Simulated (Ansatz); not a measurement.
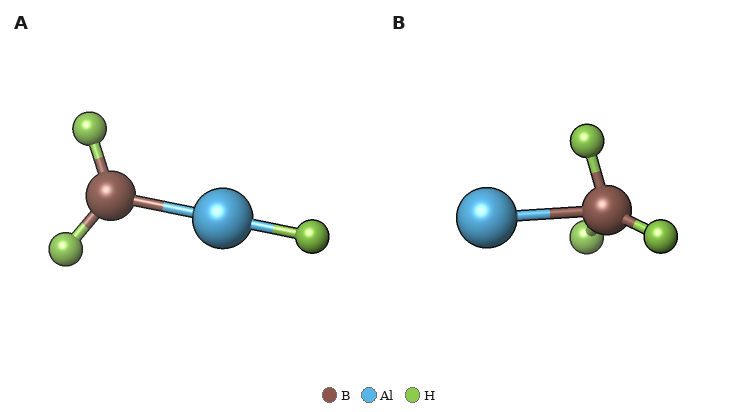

2 stationary structures of one formula. The species is neutral and a spin doublet. Geometries: PBE-D4/def2-SVP. Electronic energies: PBE-D4/def2-SVP (Ansatz 0.2.0), without zero-point energy. No frequency run is at hand to confirm each as a minimum.

Question: Which is lowest in energy, and by how much?

Answer: B is lowest (Cs); A lies 0.819 eV above it (C2v).
